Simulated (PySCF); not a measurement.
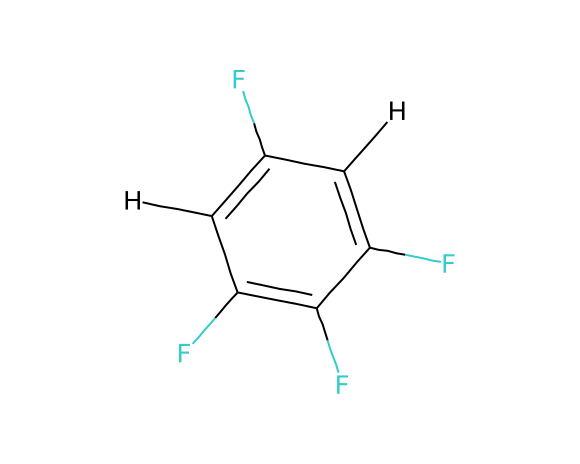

Structural formula above. The computed structure is the end point of a GFN2-xTB optimisation. No frequency run is at hand to confirm it as a minimum.

What does the molecule look like in three dimensions?

The molecule is C₆H₂F₄. As SMILES it reads `Fc1cc(F)c(F)c(F)c1`. Independent rings (smallest set): 1 of 6 members, 1 of them aromatic. Among its groups: C–F bond. This geometry has C2v symmetry. All atoms lie on one plane. Coordination: 6 C trigonal planar.

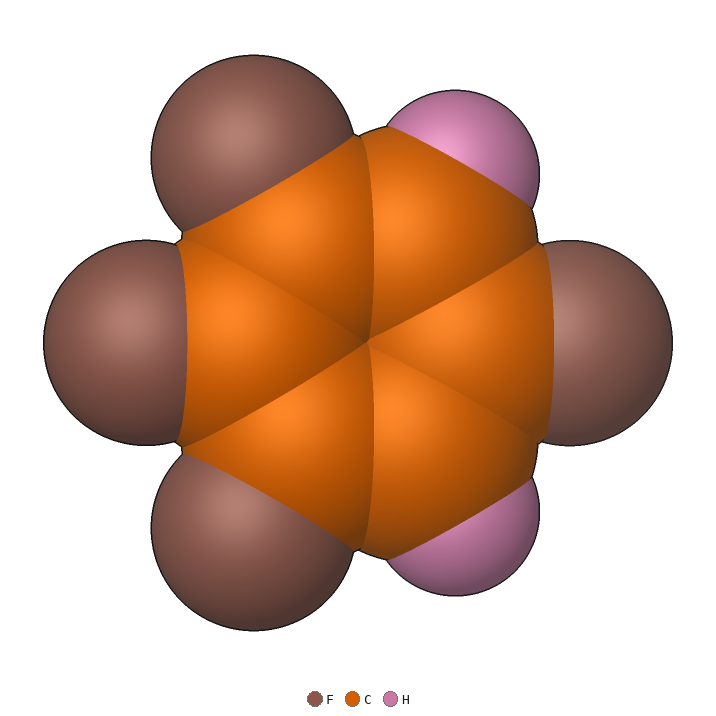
